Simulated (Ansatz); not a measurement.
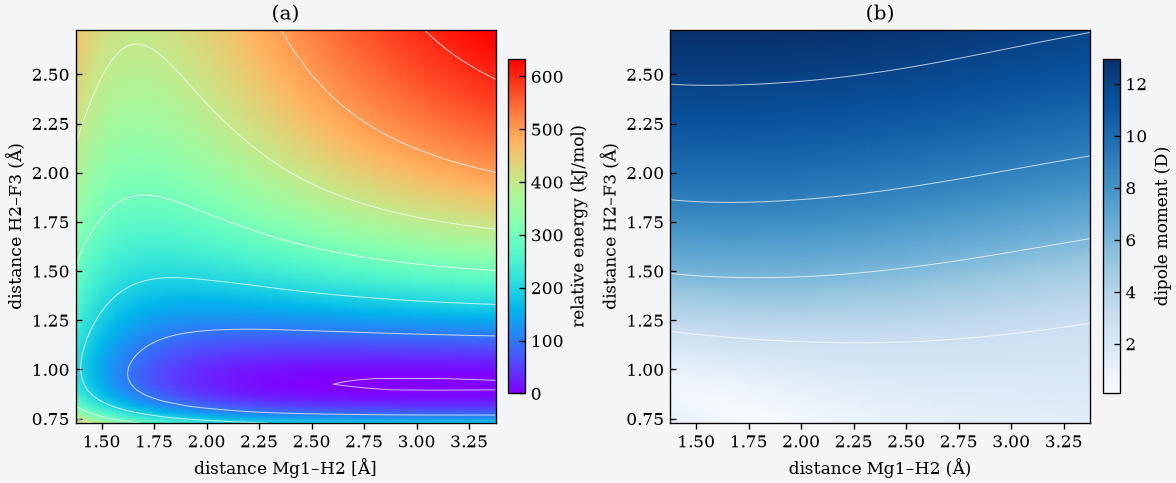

The system Mg + HF. Coordinates scanned: (1) distance Mg1–H2; (2) distance H2–F3. Nothing is relaxed (the angle Mg1–H2–F3 is fixed at 120 degrees). The scan uses a 17 × 17 grid. Energies: kJ/mol, counted from the lowest grid point. The reference is spin-restricted, so regions where a bond is pulled apart into radicals lie too high. Level of theory: Ansatz 0.2.0, RKS PBE0-D4/aug-cc-pVTZ.

Panel (a) is the energy and panel (b) the computed dipole moment on the same grid.

The picture shows a smooth colour map with a few white contour lines. Between grid points the surface is interpolated.

**How does the dipole moment vary over the map, and what is it at the lowest grid point?**

Leaving out the highest fifth of the energies, it runs from 0.1 D at distance Mg1–H2 = 1.817 Å, distance H2–F3 = 0.728 Å to 13.0 D at distance Mg1–H2 = 1.603 Å, distance H2–F3 = 2.728 Å. At the lowest grid point, distance Mg1–H2 = 2.903 Å, distance H2–F3 = 0.955 Å, it is 2.0 D.

| distance H2–F3 ↓, distance Mg1–H2 → | 1.430 | 1.603 | 1.817 | 2.059 | 2.323 | 2.605 | 2.903 | 3.215 |
| --- | --- | --- | --- | --- | --- | --- | --- | --- |
| 2.567 | 12.4 | 12.4 | 12.4 | 12.4 | 12.2 | 12.1 | 11.8 | 11.6 |
| 2.255 | 11.2 | 11.2 | 11.2 | 11.1 | 10.9 | 10.7 | 10.4 | 10.1 |
| 1.957 | 9.6 | 9.7 | 9.7 | 9.5 | 9.4 | 9.1 | 8.7 | 8.4 |
| 1.675 | 7.7 | 7.7 | 7.7 | 7.6 | 7.4 | 7.1 | 6.8 | 6.3 |
| 1.411 | 5.3 | 5.4 | 5.5 | 5.4 | 5.3 | 5.0 | 4.7 | 4.2 |
| 1.169 | 2.8 | 3.0 | 3.2 | 3.3 | 3.3 | 3.2 | 3.0 | 2.8 |
| 0.955 | 0.8 | 1.0 | 1.3 | 1.6 | 1.8 | 2.0 | 2.0 | 2.0 |
| 0.782 | 0.8 | 0.4 | 0.2 | 0.7 | 1.1 | 1.3 | 1.5 | 1.6 |

The table holds every second grid line.
